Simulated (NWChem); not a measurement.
# SrO (SMILES [O][Sr]) at M06-2X/def2-TZVPP (core potential)

Aim: the vertical ionisation energy of SrO at M06-2X/def2-TZVPP (core potential), from 2 runs. 

The calculation is run with NWChem 7.3.0.

6 further runs of the same task are left out: 6 set aside as unsound or not needed. Runs told in other sessions of the task aren't counted.

## 1. The structure to begin with

SrO has 2 atoms, charge 0, and is taken as a singlet. As SMILES, `[O][Sr]`. Geometry: relaxed at PBE0-D4/def2-TZVP.

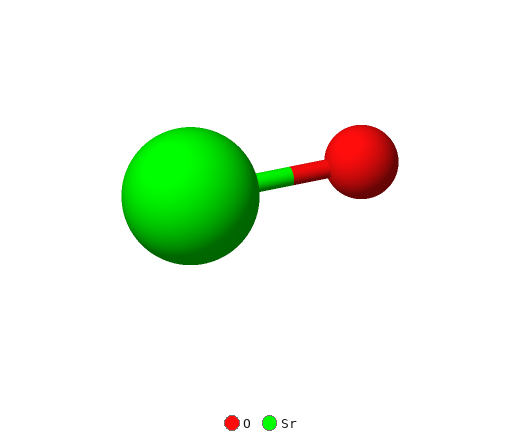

The structure, seen from a chosen angle (oxygen red, strontium green).

## 2. Energy and forces at M06-2X/def2-TZVPP (core potential)

The input, geom.nw:

```
start geom
title "OSr"
memory total 2200 mb

geometry units au noautosym nocenter noautoz
   O    0.00000000   0.00000000   0.08600144
   Sr   0.00000000   0.00000000   3.69944125
end

basis spherical bse
   * library def2-TZVPP
end

ecp bse
   Sr library def2-TZVPP
end

dft
   xc m06-2x
   grid xfine
   convergence energy 1e-08
   maxiter 100
   mulliken
   print low
end

task dft gradient
```

Command:

```sh
$ nwchem geom.nw > geom.out
```

Log, shortened:

```text
[...]
 d= 0,ls=0.0,diis     1   -105.4615752342 -1.28D+02  4.73D-02  2.63D+00     1.3
[...]
 d= 0,ls=0.0,diis    14   -105.8303087519 -1.64D-09  5.07D-07  3.97D-10    12.9
         Total DFT energy =     -105.830308751947
      One electron energy =     -200.270002549337
           Coulomb energy =       85.231572257139
    Exchange-Corr. energy =      -12.931447459516
 Nuclear repulsion energy =       22.139568999767
[...]
      Total Density - Mulliken Population Analysis
     ---------------------------------------------
    Atom       Charge   Shell Charges
 -----------   ------   -------------------------------------------------------
    1 O    8     8.96   0.79  1.18  0.61  0.88  0.52  1.80  1.87  1.30  0.00  0.01  0.00
    2 Sr  10     9.04   0.02 -0.30  1.47  0.80  0.06 -0.00  4.73  1.17  0.15  0.06  0.46  0.36  0.07  0.01
[...]
                         DFT ENERGY GRADIENTS
    atom               coordinates                        gradient
                 x          y          z           x          y          z
   1 O       0.000000   0.000000   0.086001    0.000000   0.000000  -0.010398
   2 Sr      0.000000   0.000000   3.699441   -0.000000  -0.000000   0.010398
 Task  times  cpu:       15.8s     wall:       15.8s
 Total times  cpu:       15.8s     wall:       15.8s
```

It took 17 s on 1 thread of Intel Xeon 6975P-C (Granite Rapids), shared host; peak memory 0.13 GiB.

## 3. The doublet cation: the energy at UM06-2X/def2-TZVPP (core potential)

The input, calc.nw:

```
start calc
title "SrO"
memory 2200 mb
charge 1

geometry noautosym nocenter noautoz
  O     0.000000    0.000000    0.045510
  Sr    0.000000    0.000000    1.957660
end

basis spherical bse
  * library def2-TZVPP
end

ecp bse
  Sr library def2-TZVPP
end

dft
  xc m06-2x
  mult 2
  grid xfine
  convergence energy 1e-08
  maxiter 100
  mulliken
end

task dft energy
```

Command:

```sh
$ nwchem calc.nw > calc.out
```

Log, shortened:

```text
[...]
          Wavefunction type:  spin polarized.
          No. of atoms     :     2
          No. of electrons :    17
[...]
          Charge           :     1
          Spin multiplicity:     2
[...]
          AO basis - number of functions:    71
[...]
              XC Information
              --------------
                       M06-2X Method XC Functional
                     Hartree-Fock (Exact) Exchange  0.540
                        M06-2X Exchange Functional  1.000
                      M06-2X Correlation Potential  1.000
[...]
 d= 0,ls=0.0,diis     1   -105.2762810685 -1.27D+02  1.51D-02  7.20D-01     2.5
[...]
 d= 0,ls=0.5,diis    33   -105.5828829955 -7.07D-09  2.95D-08  6.63D-10    63.0
[...]
         Total DFT energy =     -105.582883000167
      One electron energy =     -194.847239441235
           Coulomb energy =       79.844412701502
    Exchange-Corr. energy =      -12.719626858962
 Nuclear repulsion energy =       22.139570598528
[...]
      Total Density - Mulliken Population Analysis
     ---------------------------------------------
    Atom       Charge   Shell Charges
 -----------   ------   -------------------------------------------------------
    1 O    8     8.55   0.79  1.18  0.62  0.94  0.45  1.78  1.83  0.93  0.00  0.01  0.00
    2 Sr  10     8.45   0.02 -0.30  1.48  0.80  0.02 -0.00  4.82  1.13  0.05  0.00  0.30  0.13  0.00  0.01
[...]
      <S2> =      0.7535 (Exact =     0.7500)
[...]
```

It took 66 s on 1 thread of Intel Xeon 6975P-C (Granite Rapids), shared host; peak memory 0.12 GiB.

## 4. Results

Level: M06-2X/def2-TZVPP (core potential).

| quantity | value |
| --- | --- |
| singlet SrO: total energy | -105.83031 Eh |
| singlet SrO: largest force on an atom | 0.535 eV/Å |
| doublet cation: total energy | -105.58288 Eh |
| doublet cation: HOMO energy (highest over α and β) | -14.39 eV |
| doublet cation: LUMO energy (lowest over α and β) | -7.62 eV |
| doublet cation: ⟨S²⟩ | 0.753 |
| vertical ionisation energy (to the doublet cation) | 6.733 eV |

What this shows: The vertical ionisation energy comes to 6.73 eV (155 kcal/mol). The largest force (singlet SrO) is 0.53 eV/Å: the shape isn't a stationary point for this species at this level.
